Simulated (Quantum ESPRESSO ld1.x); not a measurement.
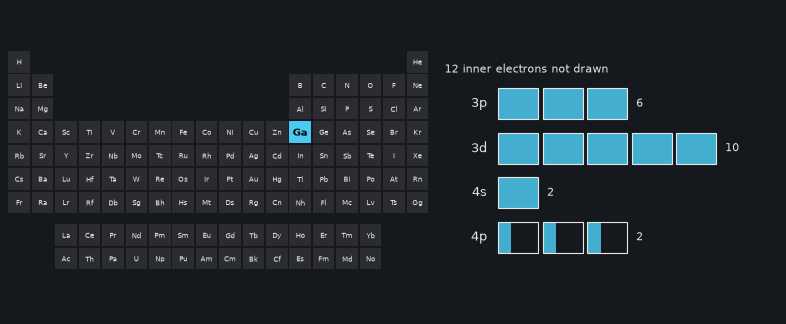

Figure 1. Left, the place of gallium in the periodic table; right, the outer shells as the input fills them: a box for each of the 2l + 1 orbitals, shaded by the share of the shell that is filled, with the electron count at the right.

# Atomic calculation, with input and output: Ga⁻

System: Ga⁻, configuration [Ar] 3d10 4s2 4p2.
Method: scalar-relativistic Kohn-Sham, LDA (Slater exchange, Perdew-Zunger correlation), spin-polarised, spherical densities, point nucleus (Quantum ESPRESSO ld1.x).

**The input**
```
 &input
    atom='Ga',
    iswitch=1,
    rel=1,
    lsd=1,
    dft='PZ',
    config='[Ar] 3d10 4s2 4p2',
    prefix='ld1',
    max_out_wfc=37,
    file_charge='ld1.rho',
 /
```

**The program's output**
```
     Program LD1 v.7.5 starts

     Message from routine scf:
     warning: convergence not achieved
     --------------------------- All-electron run ----------------------------

     scalar relativistic calculation

     atomic number is 31.00
     dft =PZ   lsd =1 sic =0 latt =0  beta=0.20 tr2=1.0E-14
     Exchange-correlation= PZ
                           (   1   1   0   0   0   0   0)
     mesh =2005 r(mesh) =  99.28682 a.u. xmin = -8.00 dx = 0.00800
     1 Ry =  13.60569312 eV, c = 137.03599908

     n l     nl                  e(Ry)          e(Ha)          e(eV)
     1 0     1S 1( 1.00)      -750.3059      -375.1530    -10208.4324
     2 0     2S 1( 1.00)       -92.4479       -46.2240     -1257.8179
     2 1     2P 1( 3.00)       -80.5523       -40.2761     -1095.9693
     3 0     3S 1( 1.00)       -10.6707        -5.3353      -145.1818
     3 1     3P 1( 3.00)        -7.0859        -3.5430       -96.4086
     3 2     3D 1( 5.00)        -1.2631        -0.6316       -17.1859
     4 0     4S 1( 1.00)        -0.5427        -0.2714        -7.3842
     4 1     4P 1( 2.00)        -0.0868        -0.0434        -1.1813
     1 0     1S 2( 1.00)      -750.3042      -375.1521    -10208.4086
     2 0     2S 2( 1.00)       -92.4472       -46.2236     -1257.8082
     2 1     2P 2( 3.00)       -80.5509       -40.2755     -1095.9512
     3 0     3S 2( 1.00)       -10.6688        -5.3344      -145.1568
     3 1     3P 2( 3.00)        -7.0836        -3.5418       -96.3777
     3 2     3D 2( 5.00)        -1.2577        -0.6288       -17.1117
     4 0     4S 2( 1.00)        -0.5007        -0.2504        -6.8127
     4 1     4P 2( 0.00)        -0.0447        -0.0223        -0.6080

     final scf error:  1.9E-01 reached in 201 iterations

     Etot =   -3897.062202 Ry,   -1948.531101 Ha,  -53022.232397 eV
     Total magnetization:    2.00 Bohr mag.

     Ekin =    3933.048216 Ry,    1966.524108 Ha,   53511.847065 eV
     Encl =   -9382.249298 Ry,   -4691.124649 Ha, -127652.004755 eV
     Eh   =    1697.850499 Ry,     848.925249 Ha,   23100.432856 eV
     Exc  =    -145.711618 Ry,     -72.855809 Ha,   -1982.507563 eV

     normalization and overlap integrals

     s(1S/1S) =  1.000000  <r> =   0.0487  <r2> =    0.0032  r(max) =   0.0317
     s(1S/2S) = -0.004644
     s(1S/3S) = -0.001742
     s(1S/4S) = -0.000453
     s(2S/2S) =  1.000000  <r> =   0.2182  <r2> =    0.0562  r(max) =   0.1831
     s(2S/3S) = -0.001017
     s(2S/4S) = -0.000259
     s(2P/2P) =  1.000000  <r> =   0.1909  <r2> =    0.0447  r(max) =   0.1463
     s(2P/3P) = -0.000815
     s(2P/4P) = -0.000136
     s(3S/3S) =  1.000000  <r> =   0.6531  <r2> =    0.4929  r(max) =   0.5655
     s(3S/4S) = -0.000152
     s(3P/3P) =  1.000000  <r> =   0.6800  <r2> =    0.5462  r(max) =   0.5655
     s(3P/4P) = -0.000085
     s(3D/3D) =  1.000000  <r> =   0.8136  <r2> =    0.8719  r(max) =   0.5305
     s(4S/4S) =  1.000000  <r> =   2.3643  <r2> =    6.5306  r(max) =   1.8927
     s(4P/4P) =  1.000000  <r> =   3.5938  <r2> =   15.8931  r(max) =   2.5857
     s(1S/1S) =  1.000000  <r> =   0.0487  <r2> =    0.0032  r(max) =   0.0317
     s(1S/2S) = -0.004644
     s(1S/3S) = -0.001742
     s(1S/4S) = -0.000458
     s(2S/2S) =  1.000000  <r> =   0.2182  <r2> =    0.0562  r(max) =   0.1831
     s(2S/3S) = -0.001017
     s(2S/4S) = -0.000261
     s(2P/2P) =  1.000000  <r> =   0.1909  <r2> =    0.0447  r(max) =   0.1463
     s(2P/3P) = -0.000815
     s(2P/4P) = -0.000133
     s(3S/3S) =  1.000000  <r> =   0.6530  <r2> =    0.4928  r(max) =   0.5655
     s(3S/4S) = -0.000154
     s(3P/3P) =  1.000000  <r> =   0.6799  <r2> =    0.5458  r(max) =   0.5655
     s(3P/4P) = -0.000083
     s(3D/3D) =  1.000000  <r> =   0.8102  <r2> =    0.8623  r(max) =   0.5305
     s(4S/4S) =  1.000000  <r> =   2.3547  <r2> =    6.4902  r(max) =   1.8776
     s(4P/4P) =  1.000000  <r> =   3.7767  <r2> =   18.0294  r(max) =   2.5857

     ------------------------ End of All-electron run ------------------------
```

**What the run reported**

| quantity | value |
| --- | --- |
| outcome | not converged |
| total energy | −1948.5311 hartree |
| kinetic energy | 1966.5241 hartree |
| electron–nucleus energy | −4691.1246 hartree |
| Hartree energy | 848.925249 hartree |
| exchange–correlation energy | −72.855809 hartree |
| SCF iterations | 201 |
| hardware | 1 CPU thread, shared host |
| wall time | 4.2 s |

**Diagnosis**

The run did not meet its convergence test in 201 iterations, so its last values are not results.
